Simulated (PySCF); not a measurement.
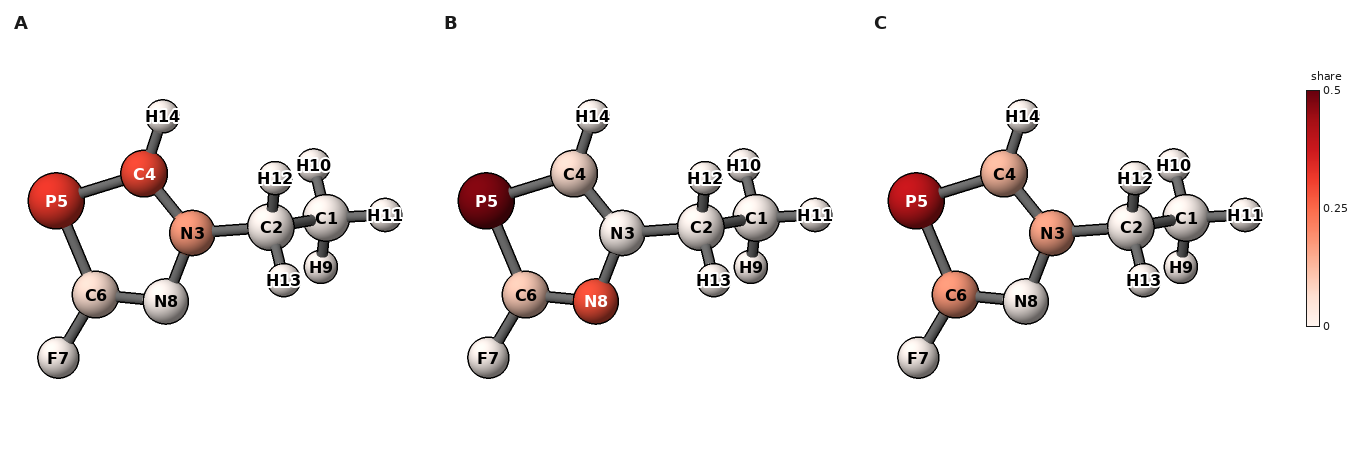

Each panel colours the atoms by their Löwdin share in one orbital (up to four of the largest shares; other atoms are shown as zero). Computed geometry: GFN2-xTB optimisation. No frequency run is at hand to confirm it as a minimum. Method: ωB97X-D/def2-SVPD (PySCF 2.14.0).

**The panels show the HOMO−2, HOMO, LUMO, in some order. Which is which?**

A: LUMO, 0.92 eV; P5 0.32, C4 0.29, N3 0.17, C6 0.06
B: HOMO−2, −10.06 eV; P5 0.47, N8 0.28, C6 0.10, C4 0.07
C: HOMO, −8.80 eV; P5 0.38, C6 0.18, N3 0.16, C4 0.12

The geometry is semi-empirical. Around P such bond lengths and angles can be off by a tenth of an ångström or more and by several degrees, and values that hang on the shape move with them.
